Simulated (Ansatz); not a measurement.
**Run report: CH6OSeSi, single-point calculation**

CH6OSeSi, SMILES CO[SiH2][SeH], computed with RKS PBE0-D4/def2-TZVPP (Ansatz 0.2.0).

The geometry comes from this level: PBE0-D4/def2-TZVP.

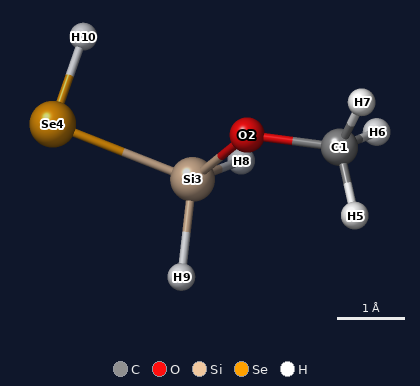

**Figure 1.** The structure as given in the input (ball-and-stick view, seen at a tilt; atoms are numbered from 1 in the order of the input). Bond lengths as drawn: C–H 1.09 to 1.10 Å, C–O 1.41 Å, H–Se 1.47 Å, H–Si 1.49 Å, O–Si 1.64 Å and Se–Si 2.26 Å.

## Input
```yaml
crystal:
  periodic: [false, false, false]
  atoms:
    - {symbol: C, position_ang: [0.459479, 1.568173, 0.455758]}
    - {symbol: O, position_ang: [0.708362, 0.213620, 0.148829]}
    - {symbol: Si, position_ang: [-0.400271, -0.737659, -0.594115]}
    - {symbol: Se, position_ang: [0.296759, -2.888671, -0.578070]}
    - {symbol: H, position_ang: [0.431134, 2.182858, -0.450613]}
    - {symbol: H, position_ang: [-0.487822, 1.693410, 0.993273]}
    - {symbol: H, position_ang: [1.269786, 1.925985, 1.092508]}
    - {symbol: H, position_ang: [-1.706947, -0.591166, 0.101035]}
    - {symbol: H, position_ang: [-0.551887, -0.390809, -2.031487]}
    - {symbol: H, position_ang: [0.064408, -3.026842, 0.865782]}
basis:
  gaussian: {orbitals: def2-TZVPP}
hamiltonian: {xc: pbe0, dispersion: d4}
output: {orbitals: {seedname: orbitals}}
```

Run on 4 threads of Arm Neoverse V1, 23 GiB of memory available, shared host.

Launch command:
```bash
ansatz run in.yaml --threads 4 --pin off --events-out ev --progress --plain --max-ram 10444MiB
```

## What the program printed
```
Functional definition: PBE0
  name "PBE0"
  cite "Adamo & Barone, J. Chem. Phys. 110, 6158 (1999) doi:10.1063/1.478522"
  cite "Perdew, Burke & Ernzerhof, Phys. Rev. Lett. 77, 3865 (1996) doi:10.1103/PhysRevLett.77.3865"
  parent pbe
  parameter a = 0.25
  parameter kappa = 0.804
  parameter beta = 0.06672455060314922
  exchange = (1 - a)*pbe_x(kappa = kappa, mu = beta*pi^2/3) + a*exact_x
  correlation = pbe_c(beta = beta)
1388 factors; their error is unknown
mean field evaluation 1: about -76392.4427 eV, gradient 5.0e1 eV
mean field evaluation 2: about -76385.7213 eV, gradient 7.8e1 eV
mean field evaluation 4: about -76397.1304 eV, gradient 3.6e0 eV
mean field evaluation 8: about -76397.1543 eV, gradient 3.2e-2 eV
mean field evaluation 16: about -76397.5828 eV, gradient 9.9e-5 eV
mean field -76397.58276501 eV, -2807.5593824726 hartree, gradient 1.5e-5 eV, S^2 0.000000; 0 other end points of the search recorded, 0 dependent functions left out
reference -76397.58279762 eV, -2807.5593836711 hartree; 34, 34 occupied and 202, 202 virtual orbitals, 1388 factors
Total energy: -76397.75878356 eV, -2807.5658510349 hartree
```

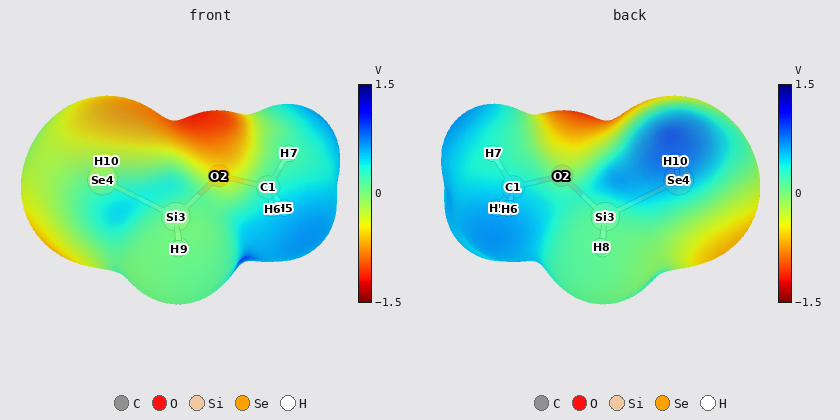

**Figure 2.** The electrostatic potential painted on the density surface at 0.001 e/bohr³, seen at a tilt and from behind; red is negative and blue positive. A positive charge is drawn to the negative regions and a negative charge to the positive ones.

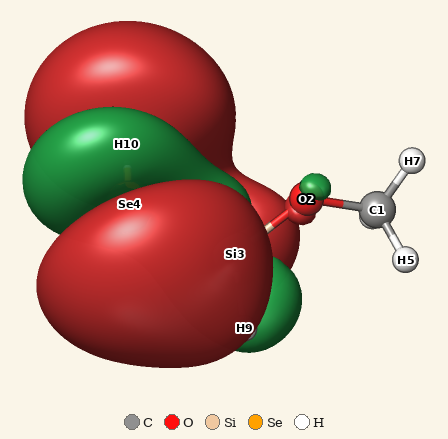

**Figure 3.** The LUMO at ±0.05 Å⁻³ᐟ² (green and red are the two phases), seen face on. Its weight (Hirshfeld) is mainly on Se4 (50 %), H10 (30 %) and Si3 (15 %). Its energy is 0.11 eV.

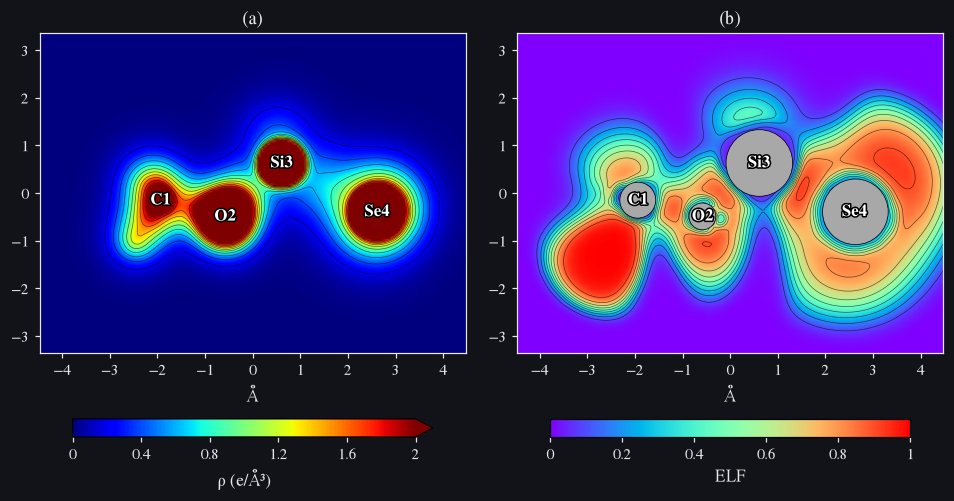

**Figure 4.** (a) total electron density; (b) ELF on the plane of atoms O2, Si3 and Se4. Grey discs, where drawn, cover atomic cores. The section cuts through C, O, Si and Se sites. Si–Se (2.26 Å): ρ at the midpoint is about 0.76 e/Å³, with its minimum of 0.63 e/Å³ about 0.8 Å from Si; the ELF peaks at about 0.90 between the atoms, which marks a covalent bond.

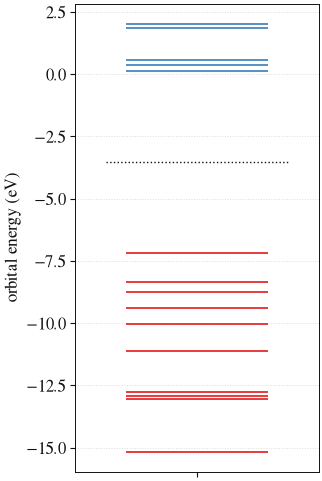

**Figure 5.** Orbital energies near the frontier; the dotted line parts filled from empty levels, and levels within 0.02 eV of each other stand side by side. Highest filled −7.18 eV, lowest empty 0.11 eV, 7.29 eV apart.

## Summary

```csv
quantity,value
outcome,converged
total energy,−76397.7588 eV
mean-field energy,−76397.5828 eV
dispersion energy,−0.1760 eV
SCF solution under orbital rotations,stable
HOMO,−7.18 eV
LUMO,0.11 eV
wall time,3 s (CPU time 11 s)
peak memory,0.63 GiB
```
